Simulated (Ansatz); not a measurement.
# InCl (SMILES [Cl][In]) at CAM-B3LYP/STO-3G

Aim: the electronic atomisation energy of InCl at CAM-B3LYP/STO-3G, from 3 runs. 

The calculation is run with Ansatz 0.2.0.

34 further runs of the same task are left out: 5 that didn't finish, 29 set aside as unsound or not needed.

**1. The structure to begin with**

InCl has 2 atoms, charge 0, and is taken as a singlet. As SMILES, `[Cl][In]`. Geometry: a GFN2-xTB relaxation, a rough one for these elements and not checked as a minimum.

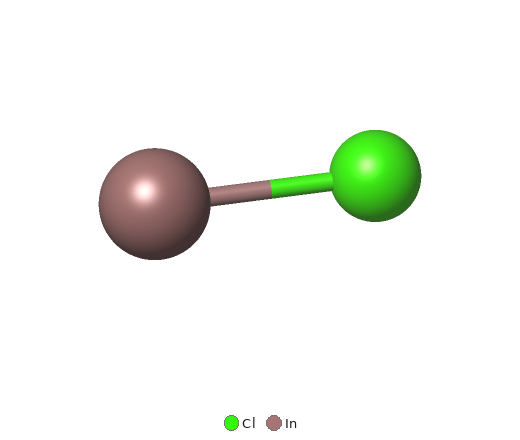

Viewed from a chosen angle; chlorine green, indium brown.

**2. The energy at CAM-B3LYP/STO-3G**

The input, in.yaml:

```yaml
crystal:
  periodic: [false, false, false]
  atoms:
    - {symbol: Cl, position_ang: [0.000000, 0.000000, 0.000000]}
    - {symbol: In, position_ang: [0.000000, 0.000000, 2.385660]}
basis:
  gaussian: {orbitals: STO-3G}
hamiltonian: {xc: {name: CAM-B3LYP}}
accuracy: high
```

Started as:

```
ansatz run in.yaml --threads 1 --pin off --max-ram 2610MiB --events-out events.jsonl --progress --plain --runs-dir runs
```

The program printed:

```text
Warning: RAYON_NUM_THREADS=1 ignored (pool sized by the plan → 1); use --threads N
Functional definition: CAM-B3LYP
  name "CAM-B3LYP"
  parameter alpha = 0.19
  parameter beta = 0.46
  parameter omega = 0.33/bohr
  parameter ac = 0.81
  exchange = (1 - alpha - beta)*b88_x + beta*b88_x_sr(omega) + alpha*exact_x + beta*exact_x_lr(omega)
  correlation = (1 - ac)*vwn5_c + ac*lyp_c
637 factors; integrals over basis functions are off by at most 7.3e-9 eV
133 factors; integrals over basis functions are off by at most 9.4e-10 eV
mean field evaluation 1: about -167083.5202 eV, gradient 1.0e1 eV
mean field evaluation 2: about -167084.3112 eV, gradient 5.5e0 eV
mean field evaluation 4: about -167084.5031 eV, gradient 4.8e-2 eV
mean field evaluation 8: about -167084.5064 eV, gradient 6.0e-4 eV
mean field evaluation 16: about -167084.5064 eV, gradient 7.4e-9 eV
mean field -167084.50640715 eV, -6140.2423565168 hartree, gradient 7.4e-9 eV, S^2 0.000000; 0 other end points of the search recorded, 0 dependent functions left out
reference -167084.50641939 eV, -6140.2423569665 hartree; 33, 33 occupied and 3, 3 virtual orbitals, 637 factors
Total energy: -167084.50641939 eV, -6140.2423569665 hartree
```

It took 1.6 s on 1 thread of Arm Neoverse V2, shared host; peak memory 0.12 GiB.

**3. The Cl atom at the same level**

The input, input.yaml:

```yaml
basis:
  gaussian: {orbitals: STO-3G}
crystal:
  periodic: [false, false, false]
  atoms:
    - symbol: Cl
      position_ang: [0.000000, 0.000000, 0.000000]
magnetization: {spin_polarized: true, initial_magnetization: 1}
hamiltonian: {xc: {name: CAM-B3LYP}}
accuracy: high
```

Started as:

```
ansatz run input.yaml --threads 1 --pin off --max-ram 2610MiB --events-out events.jsonl --progress --plain --runs-dir runs
```

The program printed:

```text
Warning: RAYON_NUM_THREADS=1 ignored (pool sized by the plan → 1); use --threads N
Functional definition: CAM-B3LYP
  name "CAM-B3LYP"
  parameter alpha = 0.19
  parameter beta = 0.46
  parameter omega = 0.33/bohr
  parameter ac = 0.81
  exchange = (1 - alpha - beta)*b88_x + beta*b88_x_sr(omega) + alpha*exact_x + beta*exact_x_lr(omega)
  correlation = (1 - ac)*vwn5_c + ac*lyp_c
42 factors; integrals over basis functions are off by at most 4.6e-9 eV
23 factors; integrals over basis functions are off by at most 1.8e-9 eV
mean field evaluation 1: about -12384.2243 eV, gradient 2.5e-1 eV
mean field evaluation 2: about -12384.2244 eV, gradient 8.2e-3 eV
mean field evaluation 4: about -12384.2248 eV, gradient 1.3e-7 eV
mean field evaluation 8: about -12384.2248 eV, gradient 1.0e-12 eV
mean field -12384.22484326 eV, -455.1118686607 hartree, gradient 1.0e-12 eV, S^2 0.750000; 0 other end points of the search recorded, 0 dependent functions left out
reference -12384.22485110 eV, -455.1118689488 hartree; 9, 8 occupied and 0, 1 virtual orbitals, 42 factors
Total energy: -12384.22485110 eV, -455.1118689488 hartree
```

It took 0.34 s on 1 thread of Arm Neoverse V2, shared host.

**4. The In atom, same level**

The input, run.yaml:

```yaml
crystal:
  periodic: [false, false, false]
  atoms:
    - {symbol: In, position_ang: [0.000000, 0.000000, 0.000000]}
basis:
  gaussian:
    orbitals: STO-3G
magnetization:
  spin_polarized: true
  initial_magnetization: 1
hamiltonian:
  xc: {name: CAM-B3LYP}
accuracy: high
```

Started as:

```
ansatz run run.yaml --threads 1 --pin off --max-ram 2610MiB --events-out events.jsonl --progress --plain --runs-dir runs
```

The program printed:

```text
Warning: RAYON_NUM_THREADS=1 ignored (pool sized by the plan → 1); use --threads N
Functional definition: CAM-B3LYP
  name "CAM-B3LYP"
  parameter alpha = 0.19
  parameter beta = 0.46
  parameter omega = 0.33/bohr
  parameter ac = 0.81
  exchange = (1 - alpha - beta)*b88_x + beta*b88_x_sr(omega) + alpha*exact_x + beta*exact_x_lr(omega)
  correlation = (1 - ac)*vwn5_c + ac*lyp_c
251 factors; integrals over basis functions are off by at most 4.7e-9 eV
55 factors; integrals over basis functions are off by at most 7.5e-10 eV
mean field evaluation 1: about -154693.8480 eV, gradient 2.3e-1 eV
mean field evaluation 2: about -154693.8482 eV, gradient 1.5e-2 eV
mean field evaluation 4: about -154693.8517 eV, gradient 3.9e-4 eV
mean field evaluation 8: about -154693.8517 eV, gradient 3.6e-7 eV
mean field -154693.85174648 eV, -5684.8941964244 hartree, gradient 6.8e-9 eV, S^2 0.750000; 0 other end points of the search recorded, 0 dependent functions left out
reference -154693.85175689 eV, -5684.8941968068 hartree; 25, 24 occupied and 2, 3 virtual orbitals, 251 factors
Total energy: -154693.85175689 eV, -5684.8941968068 hartree
```

Run time: 1.1 s. Hardware: 1 thread of Arm Neoverse V2, shared host; peak memory 0.1 GiB.

**5. What came out**

At CAM-B3LYP/STO-3G:

| quantity | value |
| --- | --- |
| molecule: total energy | -6140.24236 Eh |
| Cl atom: total energy | -455.11187 Eh |
| Cl atom: ⟨S²⟩ | 0.750 |
| In atom: total energy | -5684.89420 Eh |
| In atom: ⟨S²⟩ | 0.750 |
| electronic atomisation energy | 6.430 eV |

What this shows: Taking the molecule apart into free atoms costs 6.43 eV (148 kcal/mol), before zero-point energy and without spin-orbit coupling. In a minimal basis such a difference can be off by several eV, whatever the method. Relativity is left out (molecule) although the molecule holds a heavy atom. Relativity is left out (In atom) although the molecule holds a heavy atom.
